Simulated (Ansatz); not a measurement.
## Converging the plane-wave cutoff: CaCu₄As₂ (R3m, 7 atoms in the cell)

```
Ca(Cu2As)2
1.0
    2.07008     1.19516     7.59123
   -2.07008     1.19516     7.59123
    0.00000    -2.39032     7.59123
Ca Cu As
1 4 2
Direct
  0.00220   0.00220   0.00220
  0.14454   0.14454   0.14454
  0.85546   0.85546   0.85546
  0.56134   0.56134   0.56134
  0.43866   0.43866   0.43866
  0.25217   0.25217   0.25217
  0.74783   0.74783   0.74783
```

Method of the run: LDA (PW92), default PAW files made with PBE (plane waves; Ansatz, a first-principles code).

Base settings: basis.ecutwfc = 420 eV; kpoints.mp_grid.grid = 4 4 4; hamiltonian.xc = lda; hamiltonian.pseudopotentials = {kind: paw} (the program's default PAW files); scf.occupations.method = gaussian; scf.occupations.width = 0.1 eV.

The second cell is the first with its lattice scaled by 0.98.

The mesh stays at the base's, so the ladder's end is converged at best in this setting alone.

The first pressure column holds Ansatz's estimate of the finite-basis (Pulay) stress, which hides part of the cutoff error; the other is without it.

Only quantities that move along the ladder and can be compared are tabulated.

The count of work is k-points × plane waves × bands × iterations; it is no time. 

The starting cell comes from a database of computed structures (which also holds hypothetical and non-ambient phases and stackings), without a prior relaxation at this level. Its lattice was rescaled by up to half a per cent. One atom was moved a little off its site on purpose. Spin polarisation is off. In the base run, with a pressure of about -8 GPa the cell is away from its equilibrium volume at this level. The run gives no clean gap (levels at the Fermi energy touch, overlap or are partly filled at this smearing), which alone does not show that the compound is a metal. Without a gap this mesh is coarse (it stands for a supercell whose shortest vector is 17 Å).

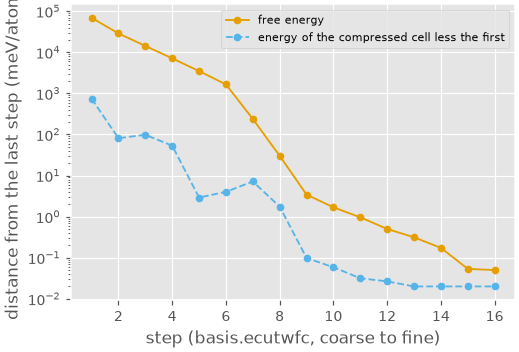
Fig. 1. Distance from the last step along the ladder; very small values are drawn at a floor.

```tsv
basis.ecutwfc	free energy less the last step's (meV/atom)	energy of the compressed cell less the first (meV/atom)	pressure (GPa)	pressure without the Pulay estimate (GPa)	largest difference of a force vector from the last step's (eV/Å)	count of work / last
145 eV	69351.09	712.80	27.86	-2357.55	2.077	0.056
170 eV	28821.97	52.42	8.13	-1125.30	0.746	0.064
190 eV	14329.28	69.40	-5.59	-630.39	0.766	0.082
210 eV	7136.69	24.63	-6.60	-358.57	0.573	0.095
230 eV	3491.16	-31.75	-5.21	-203.18	0.185	0.12
250 eV	1658.47	-32.83	-6.93	-114.22	0.131	0.14
295 eV	238.84	-21.65	-7.06	-28.95	0.040	0.16
335 eV	30.30	-27.07	-7.35	-11.11	0.016	0.19
380 eV	3.44	-28.73	-7.55	-7.82	0.002	0.23
420 eV	1.69	-28.77	-7.56	-7.62	0.001	0.26
460 eV	0.96	-28.80	-7.56	-7.61	0.000	0.31
505 eV	0.50	-28.80	-7.56	-7.58	0.000	0.35
565 eV	0.31	-28.81	-7.57	-7.57	0.000	0.41
630 eV	0.17	-28.82	-7.57	-7.58	0.000	0.49
735 eV	0.05	-28.83	-7.57	-7.57	0.000	0.61
840 eV	0.03	-28.83	-7.57	-7.57	0.000	0.75
1010 eV	0.00	-28.83	-7.57	-7.57	0.000	1.0
```

Coarsest basis.ecutwfc that holds the energy of the compressed cell less the first within 2 meV/atom of the last step, with all finer ones: 335 eV, at 0.19 of the last step's count of work; the step before is off by 7.2 meV/atom.

Coarsest basis.ecutwfc that holds the pressure within 0.05 GPa of the last step, with all finer ones: 380 eV, at 0.23 of the last step's count of work; the step before is off by 0.21 GPa.

Coarsest basis.ecutwfc that holds the pressure without the Pulay estimate within 1 GPa of the last step, with all finer ones: 380 eV, at 0.23 of the last step's count of work; the step before is off by 3.5 GPa.

The energy difference between the two cells stays within 1 meV/atom of the last step's from 380 eV on, the total only from 460 eV on: much of the error is common to both cells and cancels.

At the lowest cutoff the pressure without the Pulay estimate lies 2350 GPa under the last step's, the usual sign of Pulay stress in an incomplete plane-wave basis.

Keys are those of Ansatz 0.2.
